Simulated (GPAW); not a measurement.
**KZnF3: optical spectrum from first principles**

Wanted: where KZnF3 starts to absorb, how strongly, and its refractive index.

Method: DFT, PBE, plane-wave PAW (GPAW data sets), scalar-relativistic, RPA, optical limit, in GPAW 26.7.0.

## (1) The structure

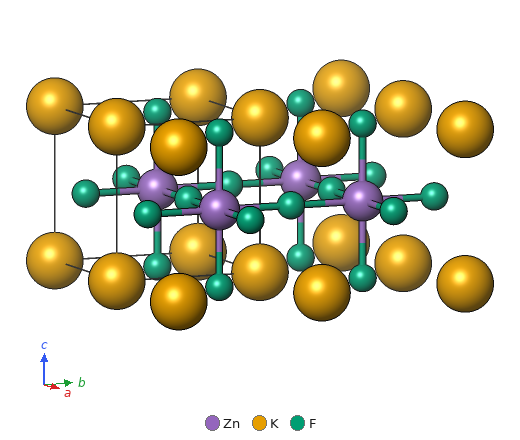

The cell as given, slightly off an axis (zinc purple, potassium orange, fluorine teal). 2×2×1 cells are drawn. Some periodic images of atoms are drawn too.

Coordinates:

```cif
data_structure
_symmetry_space_group_name_H-M 'Pm-3m'
_symmetry_Int_Tables_number 221
_cell_length_a 4.0500
_cell_length_b 4.0500
_cell_length_c 4.0500
_cell_angle_alpha 90.000
_cell_angle_beta 90.000
_cell_angle_gamma 90.000
_cell_volume 66.43
loop_
_atom_site_label
_atom_site_type_symbol
_atom_site_symmetry_multiplicity
_atom_site_Wyckoff_symbol
_atom_site_fract_x
_atom_site_fract_y
_atom_site_fract_z
_atom_site_occupancy
Zn1 Zn 1 b 0.50000 0.50000 0.50000 1
K1 K 1 a 0.00000 0.00000 0.00000 1
F1 F 3 c 0.50000 0.00000 0.50000 1
```

## (2) Ground state

The self-consistent density comes first; it also tells whether there is a gap, which decides the occupations and the need for a Drude term.

This step: DFT, PBE, plane-wave PAW (GPAW data sets), scalar-relativistic, ground state (GPAW 26.7.0).

gs.py reads:

```python
from ase import Atoms
from ase.dft.bandgap import bandgap
from gpaw import GPAW, PW, FermiDirac

atoms = Atoms(['Zn', 'K', 'F', 'F', 'F'],
              cell=[[4.050000000000, 0.000000000000, 0.000000000000],
                    [0.000000000000, 4.050000000000, 0.000000000000],
                    [0.000000000000, 0.000000000000, 4.050000000000]],
              scaled_positions=[[0.500000000000, 0.500000000000, 0.500000000000],
                                [0.000000000000, 0.000000000000, 0.000000000000],
                                [0.500000000000, 0.000000000000, 0.500000000000],
                                [0.000000000000, 0.500000000000, 0.500000000000],
                                [0.500000000000, 0.500000000000, 0.000000000000]],
              pbc=[True, True, True])
atoms.calc = GPAW(mode=PW(500), xc='PBE', kpts={'size': (6, 6, 6), 'gamma': True},
                  occupations=FermiDirac(0.05), maxiter=150, txt='gs.txt')
print('energy (eV)', atoms.get_potential_energy())
print('Fermi level (eV)', atoms.calc.get_fermi_level())
print('valence electrons', atoms.calc.get_number_of_electrons())
print('gap (eV)', bandgap(atoms.calc, output=None)[0])
print('direct gap (eV)', bandgap(atoms.calc, direct=True, output=None)[0])
atoms.calc.write('gs.gpw')
```

The run is started by

```
$ OMP_NUM_THREADS=1 python gs.py
```

Numbers of over 12 decimals in the logs are rounded to 6 here.

What it wrote:

```text
__  _  _
 | _ |_)|_||  |
 |__||  | ||/\| - 26.7.0

Versions:
  Python: 3.12.14
  ASE:    3.29.0
  Numpy:  2.5.5
  Scipy:  1.18.1
  Libxc:  7.0.0

Input parameters:
  mode=PW(ecut=500.0),
  kpts=MonkhorstPack(size=(6, 6, 6), gamma=True),
  maxiter=150,
  occupations=Occupations(name='fermi-dirac', width=0.05, fixmagmom=False),
  xc=XC(name='PBE')

Diagonalizing LCAO Hamiltonian
Converting LCAO to pw mode
   .---------.
  /|         |
 * |         |
 |F|   Zn    |
 | |         |
 | .--F------.
 |/    F    /
 K---------*

Atoms  # Å, Bohr magnetons
|   | symbol |        x |        y |        z |    initial magnetic moments |
| 0 |     Zn | 2.025000 | 2.025000 | 2.025000 | ( 0.0000,  0.0000,  0.0000) |
| 1 |      K | 0.000000 | 0.000000 | 0.000000 | ( 0.0000,  0.0000,  0.0000) |
| 2 |      F | 2.025000 | 0.000000 | 2.025000 | ( 0.0000,  0.0000,  0.0000) |
| 3 |      F | 0.000000 | 2.025000 | 2.025000 | ( 0.0000,  0.0000,  0.0000) |
| 4 |      F | 2.025000 | 2.025000 | 0.000000 | ( 0.0000,  0.0000,  0.0000) |

Unit cell  # Å
| periodic |        x |        y |        z |  lengths |    angles |
|      yes | 4.050000 | 0.000000 | 0.000000 | 4.050000 | 90.000000 |
|      yes | 0.000000 | 4.050000 | 0.000000 | 4.050000 | 90.000000 |
|      yes | 0.000000 | 0.000000 | 4.050000 | 4.050000 | 90.000000 |

Number of symmetries: 48
Symmetry operations  # r_c * U_cc + t_c -> r_c
|    | kind |            matrix            |
|  0 |  E   |  1, 0, 0,  0, 1, 0,  0, 0, 1 |
|  1 |  σ   |  1, 0, 0,  0, 1, 0,  0, 0,-1 |
|  2 |  σ   |  1, 0, 0,  0, 0, 1,  0, 1, 0 |
|  3 |  C4  |  1, 0, 0,  0, 0, 1,  0,-1, 0 |
|  4 |  C4  |  1, 0, 0,  0, 0,-1,  0, 1, 0 |
|  5 |  σ   |  1, 0, 0,  0, 0,-1,  0,-1, 0 |
|  6 |  σ   |  1, 0, 0,  0,-1, 0,  0, 0, 1 |
|  7 |  C2  |  1, 0, 0,  0,-1, 0,  0, 0,-1 |
|  8 |  σ   |  0, 1, 0,  1, 0, 0,  0, 0, 1 |
|  9 |  C2  |  0, 1, 0,  1, 0, 0,  0, 0,-1 |
| 10 |  C3  |  0, 1, 0,  0, 0, 1,  1, 0, 0 |
| 11 |  S6  |  0, 1, 0,  0, 0, 1, -1, 0, 0 |
| 12 |  S6  |  0, 1, 0,  0, 0,-1,  1, 0, 0 |
| 13 |  C3  |  0, 1, 0,  0, 0,-1, -1, 0, 0 |
| 14 |  C4  |  0, 1, 0, -1, 0, 0,  0, 0, 1 |
| 15 |  S4  |  0, 1, 0, -1, 0, 0,  0, 0,-1 |
| 16 |  C3  |  0, 0, 1,  1, 0, 0,  0, 1, 0 |
| 17 |  S6  |  0, 0, 1,  1, 0, 0,  0,-1, 0 |
| 18 |  σ   |  0, 0, 1,  0, 1, 0,  1, 0, 0 |
| 19 |  C4  |  0, 0, 1,  0, 1, 0, -1, 0, 0 |
| 20 |  C2  |  0, 0, 1,  0,-1, 0,  1, 0, 0 |
| 21 |  S4  |  0, 0, 1,  0,-1, 0, -1, 0, 0 |
| 22 |  S6  |  0, 0, 1, -1, 0, 0,  0, 1, 0 |
| 23 |  C3  |  0, 0, 1, -1, 0, 0,  0,-1, 0 |
| 24 |  S6  |  0, 0,-1,  1, 0, 0,  0, 1, 0 |
| 25 |  C3  |  0, 0,-1,  1, 0, 0,  0,-1, 0 |
| 26 |  C4  |  0, 0,-1,  0, 1, 0,  1, 0, 0 |
| 27 |  σ   |  0, 0,-1,  0, 1, 0, -1, 0, 0 |
| 28 |  S4  |  0, 0,-1,  0,-1, 0,  1, 0, 0 |
| 29 |  C2  |  0, 0,-1,  0,-1, 0, -1, 0, 0 |
| 30 |  C3  |  0, 0,-1, -1, 0, 0,  0, 1, 0 |
| 31 |  S6  |  0, 0,-1, -1, 0, 0,  0,-1, 0 |
| 32 |  C4  |  0,-1, 0,  1, 0, 0,  0, 0, 1 |
| 33 |  S4  |  0,-1, 0,  1, 0, 0,  0, 0,-1 |
| 34 |  S6  |  0,-1, 0,  0, 0, 1,  1, 0, 0 |
| 35 |  C3  |  0,-1, 0,  0, 0, 1, -1, 0, 0 |
| 36 |  C3  |  0,-1, 0,  0, 0,-1,  1, 0, 0 |
| 37 |  S6  |  0,-1, 0,  0, 0,-1, -1, 0, 0 |
| 38 |  σ   |  0,-1, 0, -1, 0, 0,  0, 0, 1 |
| 39 |  C2  |  0,-1, 0, -1, 0, 0,  0, 0,-1 |
| 40 |  σ   | -1, 0, 0,  0, 1, 0,  0, 0, 1 |
| 41 |  C2  | -1, 0, 0,  0, 1, 0,  0, 0,-1 |
| 42 |  C2  | -1, 0, 0,  0, 0, 1,  0, 1, 0 |
| 43 |  S4  | -1, 0, 0,  0, 0, 1,  0,-1, 0 |
| 44 |  S4  | -1, 0, 0,  0, 0,-1,  0, 1, 0 |
| 45 |  C2  | -1, 0, 0,  0, 0,-1,  0,-1, 0 |
| 46 |  C2  | -1, 0, 0,  0,-1, 0,  0, 0, 1 |
| 47 |  i   | -1, 0, 0,  0,-1, 0,  0, 0,-1 |

BZ-sampling:
  Number of BZ points: 216
  Number of IBZ points: 20

  Monkhorst-Pack size: [6, 6, 6]
  Monkhorst-Pack shift: [0.083333, 0.083333, 0.083333]

K-points  # in reciprocal-cell coordinates
|     |                                coordinates |     weight |
|   0 | (  0.00000000,   0.00000000,   0.00000000) | 0.00462963 |
|   1 | (  0.16666667,   0.00000000,   0.00000000) | 0.02777778 |
|   2 | (  0.16666667,   0.16666667,   0.00000000) | 0.05555556 |
|   3 | (  0.16666667,   0.16666667,   0.16666667) | 0.03703704 |
|   4 | (  0.33333333,   0.00000000,   0.00000000) | 0.02777778 |
|   5 | (  0.33333333,   0.16666667,   0.00000000) | 0.11111111 |
|   6 | (  0.33333333,   0.16666667,   0.16666667) | 0.11111111 |
|   7 | (  0.33333333,   0.33333333,   0.00000000) | 0.05555556 |
|   8 | (  0.33333333,   0.33333333,   0.16666667) | 0.11111111 |
|   9 | (  0.33333333,   0.33333333,   0.33333333) | 0.03703704 |
| ... |                                            |            |
|  19 | (  0.50000000,   0.50000000,   0.50000000) | 0.00462963 |

Plane wave coefficients: 1743
Cutoff: 500.0 eV

Spin-components: 1 (collinear spins)
Bands:           26
Projectors:      26
Spin-degeneracy: 2
Datatype:        complex128

Parallelization:
  kpt:    1
  domain: 1
  band:   1

Density:
  Valence electrons: 42.0
  Components: 1
  Grid points: [21 21 21]
  Charge: 0.0  # |e|

Potential:
  Grid points: [21 21 21]

species:
  Zn:
    name:    Zinc
    id:
    Z:       30.0
    valence: 12
    core:    18
    charge:  0.0  # [|e|]
    compensation charges:
      type: gauss
      rc: 0.37  # [Å]
      lmax: 2
    cutoffs:
      filter: 2.14  # [Å]
      core: 2.28  # [Å]
    projectors
    | kind |    occ | energy [eV] | rcut [Å] |
    |   4s |  2.000 |      -5.977 |    1.286 |
    |   4p |  0.000 |      -1.117 |    1.270 |
    |   3d | 10.000 |     -10.142 |    1.180 |
    |    s |        |      21.234 |    1.286 |
    |    p |        |      26.095 |    1.270 |
    |    d |        |      17.070 |    1.180 |

    Using partial waves for Zn as LCAO basis

  K:
    name:    Potassium
    id:
    Z:       19.0
    valence: 9
    core:    10
    charge:  0.0  # [|e|]
    compensation charges:
      type: gauss
      rc: 0.35  # [Å]
      lmax: 2
    cutoffs:
      filter: 1.91  # [Å]
      core: 1.27  # [Å]
    projectors
    | kind |    occ | energy [eV] | rcut [Å] |
    |   3s |  2.000 |     -35.338 |    1.122 |
    |   4s |  1.000 |      -2.319 |    1.122 |
    |   3p |  6.000 |     -18.813 |    1.106 |
    |    p |        |       8.398 |    1.106 |
    |    d |        |       0.000 |    0.937 |

    Using partial waves for K as LCAO basis

  F:
    name:    Fluorine
    id:
    Z:       9.0
    valence: 7
    core:    2
    charge:  0.0  # [|e|]
    compensation charges:
      type: gauss
      rc: 0.20  # [Å]
      lmax: 2
    cutoffs:
      filter: 1.14  # [Å]
      core: 0.74  # [Å]
    projectors
    | kind |    occ | energy [eV] | rcut [Å] |
    |   2s |  2.000 |     -29.898 |    0.635 |
    |   2p |  5.000 |     -11.110 |    0.635 |
    |    s |        |      -2.687 |    0.635 |
    |    p |        |      16.102 |    0.635 |
    |    d |        |       0.000 |    0.635 |

    Using partial waves for F as LCAO basis

Reference energy: -73385.822227  # eV

eigensolver:
  PPCG
  Converge bands: occupied
  niter=2

density mixing:
  MSR1-Mixer
  Pratt-step length: 0.05
  Maximum mixing coefficient: 0.75
  Old densities: 10
  SVD Regularization: 0.005
  Good broyden scale: 1.0
  Trust region scale: 1.0
  Backstep threshold: 4.0
  History deletion threshold: 6.0
  Fourier metric: weight=20.0, sigma=0.015

occupation numbers:
  Fermi-Dirac:
    width: 0.0500  # eV

poisson solver:
  ecut: 4000.0  # eV

xc functional:
  name: PBE with 2 nearest neighbor stencil

convergence criteria:
- Maximum [total energy] change in last 3 cyles: 0.0005 eV / valence electron
- Maximum integral of absolute [dens]ity change: 0.0001 electrons / valence electron
- Maximum integral of absolute [eigenst]ate change: 4e-08 eV^2 / valence electron
maximum number of iterations: 150

SCF iterations
|iter     |      energy | eigst |  dens |
|iter:   1||  -21.549916 | -0.16 |       |
|iter:   2||  -21.196331 | -1.43 | -1.17 |
|iter:   3||  -20.099092 | -0.44 | -1.22 |
|iter:   4||  -20.092295 | -2.68 | -1.66 |
|iter:   5||  -20.095884c| -2.44 | -1.98 |
|iter:   6||  -20.096270c| -4.55 | -2.87 |
|iter:   7||  -20.096333c| -5.34 | -3.32 |
|iter:   8||  -20.096340c| -6.32 | -3.88 |
|iter:   9||  -20.096341c| -6.73 | -4.52c|
|iter:  10||  -20.096341c| -7.33 | -5.18c|
|iter:  11||  -20.096341c| -8.42c| -6.04c|

Converged in 11 steps
SCF loop duration: 18.309 s (1.664 s/step)
Energy contributions relative to reference atoms: (reference = -73385.822227)

Energy contributions:
  Kinetic:          40.457268
  Coulomb:         -34.808872
  Zero:              0.038554
  External:          0.000000
  Xc:              -25.783291
  Entropy:          -0.000000
  Spinorbit:         0.000000
  ----------------------------
  Free energy:     -20.096341
  Extrapolated:    -20.096341

dipole moment: (-26.853625, -26.853625, -26.853625)  # |e|*Ang

Fermi level: 3.646
Eigenvalues  # (at kpt = [0.000, 0.000, 0.000])
| band index |      eig [eV] | occ [0-2] |
|          0 |       -25.260 |     2.000 |
|        ... |               |           |
|         13 |        -1.255 |     2.000 |
|         14 |        -1.255 |     2.000 |
|         15 |        -0.280 |     2.000 |
|         16 |        -0.280 |     2.000 |
|         17 |        -0.280 |     2.000 |
|         18 |        -0.060 |     2.000 |
|         19 |        -0.060 |     2.000 |
|         20 |        -0.060 |     2.000 |
|         21 |         5.604 |     0.000 |
|         22 |        10.484 |     0.000 |
|         23 |        10.484 |     0.000 |
|         24 |        11.217 |     0.000 |
|         25 |        12.764 |     0.000 |

Gap: 3.805 eV
Transition (v -> c):
  (s=0, k=19, n=20, [0.50, 0.50, 0.50]) -> (s=0, k=0, n=21, [0.00, 0.00, 0.00])
Direct/indirect transitions are different
Direct gap: 5.664 eV
Transition at: (s=0, k=0, n=20, [0.00, 0.00, 0.00])

--- standard output ---
energy (eV) -20.096341
Fermi level (eV) 3.646099
valence electrons 42.0
gap (eV) 3.804539
direct gap (eV) 5.664187
```

Run time: 21 s. Hardware: 1 thread of Arm Neoverse V1, shared host; peak memory 0.16 GiB.

Numbers from this step:

- energy: -20.10 eV
- Fermi energy: 3.646 eV
- gap on the k-mesh: 3.805 eV
- direct gap on the mesh: 5.664 eV
- electrons: 42

There is a gap, 3.80 eV on this mesh (points off the mesh can give less), so no carriers' term is needed.

## (3) Bands for the response

At the fixed density, many empty bands are solved on the mesh of the response, since the spectrum sums over them.

This step: DFT, PBE, plane-wave PAW (GPAW data sets), scalar-relativistic, bands at fixed density (GPAW 26.7.0).

nscf.py reads:

```python
from ase.dft.bandgap import bandgap
from gpaw import GPAW, FermiDirac

calc = GPAW('gs.gpw').fixed_density(kpts={'size': (8, 8, 8), 'gamma': True}, nbands=59, convergence={'bands': 53},
                                    occupations=FermiDirac(0.001), txt='nscf.txt')
print('gap (eV)', bandgap(calc, output=None)[0])
print('direct gap (eV)', bandgap(calc, direct=True, output=None)[0])
print('top band over the Fermi level (eV)', min(calc.get_eigenvalues(kpt=k)[52] for k in range(len(calc.get_ibz_k_points()))) - calc.get_fermi_level())
calc.write('full.gpw', mode='all')
```

The run is started by

```
$ OMP_NUM_THREADS=1 python nscf.py
```

What it wrote:

```text
Diagonalizing LCAO Hamiltonian
Converting LCAO to pw mode
convergence criteria:
- Maximum integral of absolute [eigenst]ate change: 4e-08 eV^2 / valence electron
maximum number of iterations: 150

SCF iterations
|iter     |      energy | eigst |  dens |
|iter:   1||             | +3.68 |       |
|iter:   2||             | +2.40 |       |
|iter:   3||             | +1.60 |       |
|iter:   4||             | +0.49 |       |
|iter:   5||             | -0.26 |       |
|iter:   6||             | -1.38 |       |
|iter:   7||             | -2.17 |       |
|iter:   8||             | -3.28 |       |
|iter:   9||             | -4.03 |       |
|iter:  10||             | -5.05 |       |
|iter:  11||             | -5.77 |       |
|iter:  12||             | -6.71 |       |
|iter:  13||             | -7.32 |       |
|iter:  14||             | -7.67c|       |
SCF steps: 14
  __  _  _
 | _ |_)|_||  |
 |__||  | ||/\| - 26.7.0

Versions:
  Python: 3.12.14
  ASE:    3.29.0
  Numpy:  2.5.5
  Scipy:  1.18.1
  Libxc:  7.0.0

Input parameters:
  mode=PW(ecut=500.0),
  convergence={'bands': 53},
  gpts=array([21, 21, 21]),
  kpts=MonkhorstPack(size=(8, 8, 8), gamma=True),
  maxiter=150,
  nbands=59,
  occupations=Occupations(name='fermi-dirac', width=0.001, fixmagmom=False),
  parallel={},
  xc=XC(name='PBE')

--- standard output ---
gap (eV) 3.804539
direct gap (eV) 5.664187
top band over the Fermi level (eV) 29.195918
```

Elapsed: 86 s, on 1 thread; peak memory 0.23 GiB.

[end of part 1 of 2]

[Machine, clock and banner lines and Python warnings are left out of the logs.]

[Logs are printed without paths, hosts, clocks, repeated set-up lines and the standing remarks that a program may print on its own settings, such as how far it seeks lower states.]

[Hosts, paths, dates, database ids (printed as entryN), source tags and the programs' standing remarks are cut or masked in the printed files.]
